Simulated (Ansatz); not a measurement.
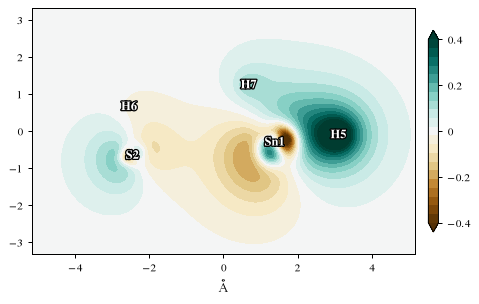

*H$_{4}$Sn···H$_{2}$S. The HOMO−1 on the plane of atoms H5, Sn1 and H7 (values in Å⁻³ᐟ²; the overall sign is arbitrary).*

The product side of a reaction path; geometry: PBE0-D4/def2-TZVP; core potentials replace the inner electrons of Sn.

The calculation used RKS PBE0-D4/def2-TZVPP (Ansatz).

```xyz
8

Sn   -1.1857    0.0596   -0.8303
S     1.9167   -0.7219    1.3250
H    -0.6372   -1.4820   -1.2962
H    -1.6206    0.0646    0.8166
H    -2.5608    0.4654   -1.7615
H     2.6004    0.2121    0.6471
H     0.0233    1.2268   -1.1141
H     1.4639    0.1754    2.2136
```

**Describe this orbital and give its energy.**

It lies mainly on Sn1 (about 45 %), H5 (about 25 %) and H3 (about 25 %). Its energy is −9.00 eV.
